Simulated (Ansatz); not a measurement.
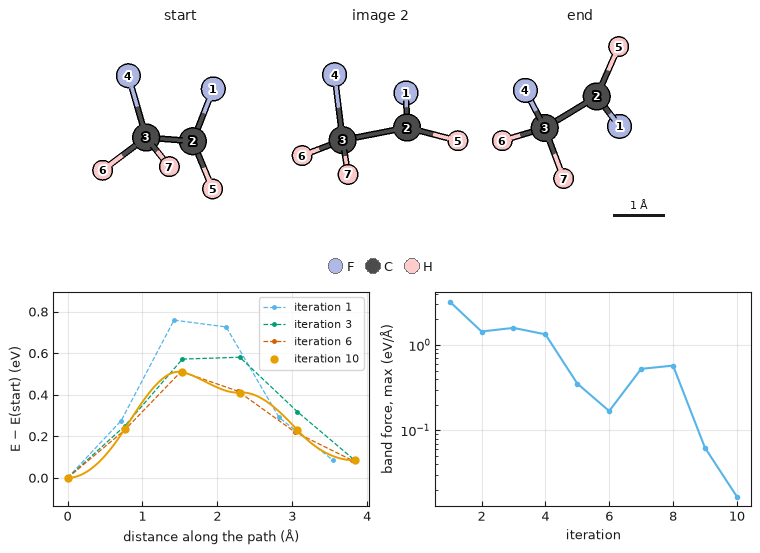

A search for the minimum-energy path of C2H3F2 (charge +1) by the nudged elastic band. Images are numbered from 0 (start) to 5 (end). The plot follows the band through its iterations. The picture is a ball-and-stick view, seen from a free direction.

The calculation used RKS r2SCAN/def2-SVP in Ansatz 0.2.0.

Input
```yaml
crystal:
  periodic: [false, false, false]
  atoms:
    - { symbol: F, position_ang: [-1.363184, 0.47517, -1.064972] }
    - { symbol: C, position_ang: [-0.330664, 0.639497, -0.381726] }
    - { symbol: C, position_ang: [0.271268, -0.478193, 0.302322] }
    - { symbol: F, position_ang: [-0.358592, -1.633442, 0.133782] }
    - { symbol: H, position_ang: [0.071495, 1.669312, -0.343216] }
    - { symbol: H, position_ang: [1.346253, -0.501549, -0.025978] }
    - { symbol: H, position_ang: [0.363424, -0.170795, 1.379788] }
total_charge: 1
basis:
  gaussian: { orbitals: def2-SVP }
hamiltonian:
  xc: r2scan
neb:
  order_check: false
  images: 4
  f_tol: 0.05
  max_iterations: 60
  initial_path: idpp
  climbing: false
  final_atoms:
    - { symbol: F, position_ang: [0.05507864, 1.7468341, -0.37531658] }
    - { symbol: C, position_ang: [-0.40201788, 0.58113189, -0.41778289] }
    - { symbol: C, position_ang: [0.27773984, -0.47421429, 0.30537923] }
    - { symbol: F, position_ang: [-0.3193539, -1.65687187, 0.16848561] }
    - { symbol: H, position_ang: [-1.31968741, 0.43654395, -1.02234609] }
    - { symbol: H, position_ang: [1.34749577, -0.48390794, -0.03554299] }
    - { symbol: H, position_ang: [0.36074494, -0.14951583, 1.37712371] }
```

Command:
```bash
ansatz run input.yaml --threads 1 --pin off --max-ram 2048MiB --backend cpu --events-out ev --progress --plain --runs-dir out
```

Q: How did the profile develop, and is the result final?

A: The run is converged, with reservations. The band converged in 10 iterations. The largest component of the band force went from 3.2 to 0.017 eV/Å. No image climbed, so the highest image needn't lie on the saddle point, and the true maximum along this path can be higher. The first iteration put the highest image at 0.76 eV. Forward barrier 0.51 eV, backward barrier 0.42 eV, with image 2 at the top; the reaction energy is +0.08 eV.

Cost: 3.9 min on 1 thread of AMD EPYC (Zen 3), on a shared host, peak memory 0.13 GiB.
